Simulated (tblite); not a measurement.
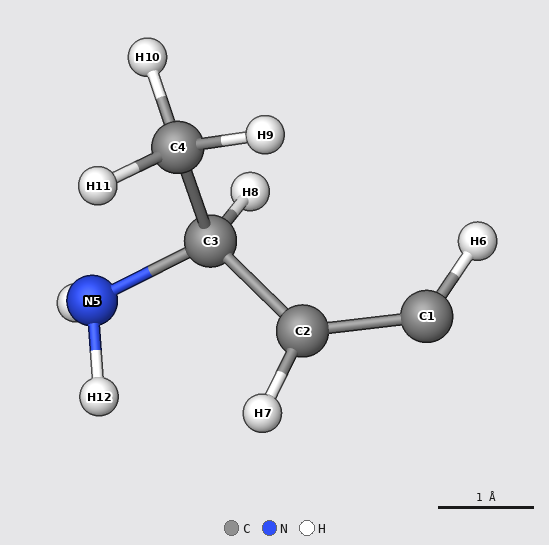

Starting structure of C$_{4}$H$_{8}$N (multiplicity 2). The picture is a ball-and-stick view, seen at a tilt.

The calculation used GFN2-xTB geometry optimisation, gas phase (tblite 0.8.0).

```xyz
13

C     2.1578   -0.6982    0.0653
C     0.9068   -0.6576    0.4761
C    -0.2055   -0.1049   -0.3223
C    -0.3160    1.3652    0.0865
N    -1.4845   -0.7136   -0.0182
H     2.5431   -0.3552   -0.8624
H     0.6453   -1.0459    1.4590
H    -0.0208   -0.2026   -1.3993
H     0.7115    1.7157    0.2950
H    -0.7728    1.9122   -0.7664
H    -0.9763    1.4633    0.9870
H    -1.3100   -1.3925    0.7695
H    -1.8829   -1.2855   -0.7874
```

Question: Predict the outcome.

Answer: After 92 geometry steps the energy has fallen by 46.6 kJ/mol. The largest move after the best rigid fit is that of H13, 0.78 Å. By element the largest moves are H 0.78 Å, C 0.37 Å, N 0.34 Å. Near-neighbour distances that change, for instance: C2–C3 1.477 → 1.552 Å, N5–H12 1.054 → 1.014 Å, C4–H11 1.121 → 1.089 Å, C1–C2 1.317 → 1.287 Å. Bond angles that change, for instance: C2–C1–H6 127.4° → 136.0°, C3–N5–H12 106.3° → 111.2°, C3–C2–H7 116.2° → 112.1°. Groups turn about C3–N5 by about 50°, C2–C3 by about 35°, C3–C4 by about 25°.

Final geometry:

```xyz
13

C     2.0922   -1.0537   -0.0062
C     0.9800   -0.6113    0.4672
C    -0.1669    0.0278   -0.3596
C    -0.4630    1.4147    0.1987
N    -1.3620   -0.7764   -0.3335
H     2.5473   -1.1140   -0.9697
H     0.7400   -0.6681    1.5226
H     0.1566    0.1057   -1.4022
H     0.4259    2.0377    0.1478
H    -1.2574    1.8794   -0.3803
H    -0.7851    1.3455    1.2362
H    -1.6987   -0.9017    0.6149
H    -1.2132   -1.6854   -0.7536
```

After the run, drawn alike:

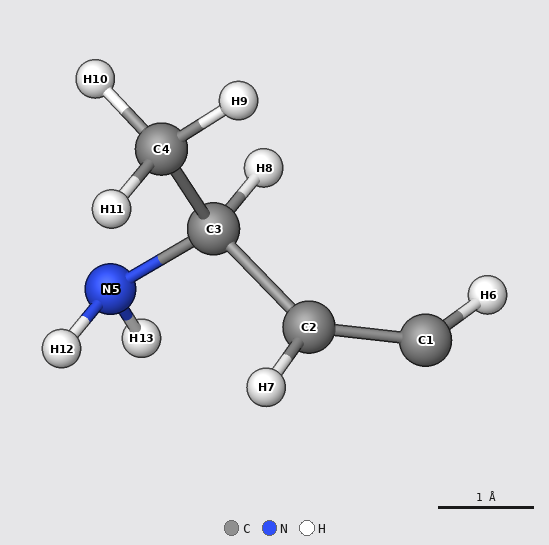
